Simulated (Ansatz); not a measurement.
# One shape, several levels: quartet AlNH3S

Wanted: a comparison of 6 runs (UHF/3-21G, UB3LYP/6-31G*, U-r2SCAN/def2-SVPD, UB3LYP/def2-SVPD, UCCSD/def2-SVPD, UCCSD(T)/def2-SVPD) of quartet AlNH3S. 

The results are computed with Ansatz 0.2.0.

59 further runs of the same task are left out: 59 set aside as unsound or not needed. Runs told in other sessions of the task aren't counted.

### Step 1. Starting point

The species is AlNH3S (6 atoms), meant as a quartet with charge 0. As SMILES of the parent species, `[NH2][Al][SH]`. The shape is that of a PBE0-D4/def2-TZVP optimisation. This is one conformer, not always the lowest. That shape belongs to the parent species and isn't relaxed for this state.

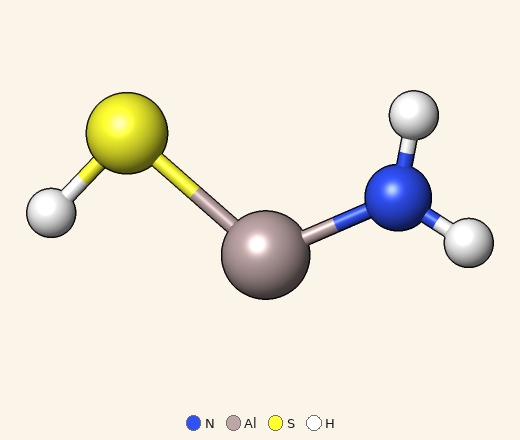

Viewed from a chosen angle; nitrogen blue, aluminium light grey, sulfur yellow, hydrogen white.

### Step 2. A single-point energy at UHF/3-21G (run 1)

Contents of input.yaml:

```yaml
crystal:
  periodic: [false, false, false]
  atoms:
    - symbol: N
      position_ang: [-0.909500, 0.196700, -0.977100]
    - symbol: Al
      position_ang: [0.142900, -0.793800, 0.045400]
    - symbol: S
      position_ang: [1.372100, 0.308200, 1.511800]
    - symbol: H
      position_ang: [-0.980700, 1.201900, -0.933300]
    - symbol: H
      position_ang: [-1.523300, -0.168400, -1.686700]
    - symbol: H
      position_ang: [1.940700, -0.808600, 1.993700]
basis:
  gaussian:
    orbitals: 3-21G.json
magnetization:
  spin_polarized: true
  initial_magnetization: 3
hamiltonian:
  xc: hf
accuracy: high
output: {orbitals: {seedname: orbitals}}
```

The basis set 3-21G is read from a file made from the Basis Set Exchange's data (not shown).

Launch:

```sh
$ ansatz run input.yaml --threads 1 --pin off --max-ram 2610MiB --events-out events.jsonl --progress --plain --runs-dir runs
```

Output:

```text
Warning: RAYON_NUM_THREADS=1 ignored (pool sized by the plan → 1); use --threads N
Functional definition: HF
  name "HF"
  exchange = exact_x
  correlation = 0
922 factors; integrals over basis functions are off by at most 3.8e-9 eV
mean field evaluation 1: about -18824.9425 eV, gradient 1.9e1 eV
mean field evaluation 2: about -18825.1714 eV, gradient 2.0e1 eV
mean field evaluation 4: about -18827.7771 eV, gradient 2.6e0 eV
mean field evaluation 8: about -18827.7096 eV, gradient 1.6e0 eV
mean field evaluation 16: about -18828.9107 eV, gradient 2.2e-3 eV
mean field evaluation 32: about -18827.7592 eV, gradient 4.2e-1 eV
mean field evaluation 64: about -18827.7632 eV, gradient 2.6e0 eV
mean field evaluation 96: about -18827.7350 eV, gradient 7.5e-8 eV
mean field -18828.91067229 eV, -691.9497045127 hartree, gradient 1.4e-8 eV, S^2 3.758920; 2 other end points of the search recorded, 0 dependent functions left out
reference -18828.91067229 eV, -691.9497045127 hartree; 21, 18 occupied and 20, 23 virtual orbitals, 922 factors
Total energy: -18828.91067229 eV, -691.9497045127 hartree
```

It took 1.8 s on 1 thread of Arm Neoverse N1, shared host; peak memory 0.12 GiB.

### Step 3. The energy at UB3LYP/6-31G(d) (spherical functions) (run 2)

Contents of run.yaml:

```yaml
crystal:
  periodic: [false, false, false]
  atoms:
    - {symbol: "N", position_ang: [-0.909500, 0.196700, -0.977100]}
    - {symbol: Al, position_ang: [0.142900, -0.793800, 0.045400]}
    - {symbol: S, position_ang: [1.372100, 0.308200, 1.511800]}
    - {symbol: H, position_ang: [-0.980700, 1.201900, -0.933300]}
    - {symbol: H, position_ang: [-1.523300, -0.168400, -1.686700]}
    - {symbol: H, position_ang: [1.940700, -0.808600, 1.993700]}
basis:
  gaussian:
    orbitals: 6-31G_st_-spherical.json
magnetization:
  spin_polarized: true
  initial_magnetization: 3
hamiltonian:
  xc: {name: B3LYP}
accuracy: high
output: {orbitals: {seedname: orbitals}}
```

The basis set 6-31G* is read from a file made from the Basis Set Exchange's data (not shown).

Launch:

```sh
$ ansatz run run.yaml --threads 1 --pin off --max-ram 2610MiB --events-out events.jsonl --progress --plain --runs-dir runs
```

Output:

```text
Warning: RAYON_NUM_THREADS=1 ignored (pool sized by the plan → 1); use --threads N
Functional definition: B3LYP
  name "B3LYP"
  parameter a0 = 0.2
  parameter ax = 0.72
  parameter ac = 0.81
  exchange = (1 - a0 - ax)*slater_x + ax*b88_x + a0*exact_x
  correlation = (1 - ac)*vwn_rpa_c + ac*lyp_c
1184 factors; integrals over basis functions are off by at most 3.7e-9 eV
mean field evaluation 1: about -18957.8961 eV, gradient 4.4e1 eV
mean field evaluation 2: about -18897.6076 eV, gradient 9.4e1 eV
mean field evaluation 4: about -18962.9404 eV, gradient 2.3e1 eV
mean field evaluation 8: about -18967.0542 eV, gradient 9.6e-1 eV
mean field evaluation 16: about -18967.1840 eV, gradient 1.3e-2 eV
mean field evaluation 32: about -18967.0857 eV, gradient 1.4e0 eV
mean field -18967.18399440 eV, -697.0311553750 hartree, gradient 5.4e-8 eV, S^2 3.754839; 4 other end points of the search recorded, 0 dependent functions left out
reference -18967.18403016 eV, -697.0311566895 hartree; 21, 18 occupied and 35, 38 virtual orbitals, 1184 factors
Total energy: -18967.18403016 eV, -697.0311566895 hartree
```

Run time: 12 s. Hardware: 1 thread of Arm Neoverse N1, shared host; peak memory 0.23 GiB.

### Step 4. A single-point energy at U-r2SCAN/def2-SVPD (run 3)

Contents of job.yaml:

```yaml
crystal:
  periodic: [false, false, false]
  atoms:
    - {symbol: N, position_ang: [-0.909500, 0.196700, -0.977100]}
    - {symbol: Al, position_ang: [0.142900, -0.793800, 0.045400]}
    - {symbol: S, position_ang: [1.372100, 0.308200, 1.511800]}
    - {symbol: H, position_ang: [-0.980700, 1.201900, -0.933300]}
    - {symbol: H, position_ang: [-1.523300, -0.168400, -1.686700]}
    - {symbol: H, position_ang: [1.940700, -0.808600, 1.993700]}
basis:
  gaussian:
    orbitals: def2-SVPD
hamiltonian:
  xc: r2scan
output: {orbitals: {seedname: orbitals}}
magnetization:
  spin_polarized: true
  initial_magnetization: 3
accuracy: high
```

Launch:

```sh
$ ansatz run job.yaml --threads 1 --pin off --max-ram 2610MiB --events-out events.jsonl --progress --plain --runs-dir runs
```

Output:

```text
Warning: RAYON_NUM_THREADS=1 ignored (pool sized by the plan → 1); use --threads N
Functional definition: r2SCAN
  name "r2SCAN"
  parameter k0 = 0.174
  parameter k1 = 0.065
  parameter a1 = 4.9479
  exchange = r2scan_x(k0 = k0, k1 = k1, a1 = a1)
  correlation = r2scan_c
1837 factors; integrals over basis functions are off by at most 4.0e-9 eV
mean field evaluation 1: about -18949.8674 eV, gradient 4.4e1 eV
mean field evaluation 2: about -18876.9196 eV, gradient 1.0e2 eV
mean field evaluation 4: about -18946.3528 eV, gradient 3.4e1 eV
mean field evaluation 8: about -18959.1092 eV, gradient 2.5e0 eV
mean field evaluation 16: about -18959.1551 eV, gradient 3.9e-3 eV
mean field evaluation 32: about -18957.5327 eV, gradient 7.5e0 eV
mean field -18959.15511701 eV, -696.7360995732 hartree, gradient 2.5e-8 eV, S^2 3.757339; 3 other end points of the search recorded, 0 dependent functions left out
reference -18959.15513014 eV, -696.7361000556 hartree; 21, 18 occupied and 74, 77 virtual orbitals, 1837 factors
Total energy: -18959.15513014 eV, -696.7361000556 hartree
```

It took 70 s on 1 thread of Arm Neoverse N1, shared host; peak memory 0.45 GiB.

Runs 4 to 5 aren't shown in full; the table further down has their settings and results.

### Step 5. A single-point energy at UCCSD(T)/def2-SVPD (run 6)

Contents of molecule.yaml:

```yaml
basis:
  gaussian:
    orbitals: def2-SVPD
crystal:
  periodic: [false, false, false]
  atoms:
    - {symbol: N, position_ang: [-0.909500, 0.196700, -0.977100]}
    - {symbol: Al, position_ang: [0.142900, -0.793800, 0.045400]}
    - {symbol: S, position_ang: [1.372100, 0.308200, 1.511800]}
    - {symbol: H, position_ang: [-0.980700, 1.201900, -0.933300]}
    - {symbol: H, position_ang: [-1.523300, -0.168400, -1.686700]}
    - {symbol: H, position_ang: [1.940700, -0.808600, 1.993700]}
scf:
  omitted_lower_state_checks: [cluster_reference, increment]
accuracy: high
magnetization:
  spin_polarized: true
  initial_magnetization: 3
correlation:
  method: ccsd_t
  frozen_orbitals: {Al: 5, H: 0, "N": 1, S: 5}
```

Launch:

```sh
$ ansatz run molecule.yaml --threads 1 --pin off --max-ram 2610MiB --events-out events.jsonl --progress --plain --runs-dir runs
```

Output:

```text
Warning: RAYON_NUM_THREADS=1 ignored (pool sized by the plan → 1); use --threads N
[... 17 lines left out ...]
11 core orbitals not correlated: weight in the atoms' cores, before any rotation towards them, 1.000 or more for the frozen orbitals, at most 0.000 for the correlated occupied ones
[... 40 lines left out ...]
Total energy: -18930.77521984 eV, -695.6931575887 hartree
Checks for a lower state left out: cluster_reference, increment
```

Wall time 2.2 min (1 thread of Arm Neoverse N1, shared host); peak memory 1 GiB.

### Step 6. Overview of the runs

```csv
run,level,frozen core orbitals,energy (Eh),HOMO energy (eV),⟨S²⟩,wall time
1,UHF/3-21G,–,-691.949705,-4.72,3.759,1.8 s
2,UB3LYP/6-31G* (spherical functions),–,-697.031157,-2.18,3.755,12 s
3,U-r2SCAN/def2-SVPD,–,-696.736100,-1.96,3.757,70 s
4,UB3LYP/def2-SVPD,–,-696.847177,-2.31,3.757,34 s
5,UCCSD/def2-SVPD,11,-695.680624,–,3.762,1.9 min
6,UCCSD(T)/def2-SVPD,11,-695.693158,–,3.762,2.2 min
```

### Step 7. Summary of results

| quantity | value |
| --- | --- |
| run 6: total energy | -695.69316 Eh |
| run 6: correlation energy (11 core orbitals frozen) | -378.9 mEh |
| run 6: (T) correction | -12.53 mEh |
| run 6: ⟨S²⟩ of the reference determinant | 3.762 |
| run 6: T1 diagnostic | 0.048 |

Totals of different functionals can't be ranked against each other. All runs together took 6.1 min, the longest 2.2 min.
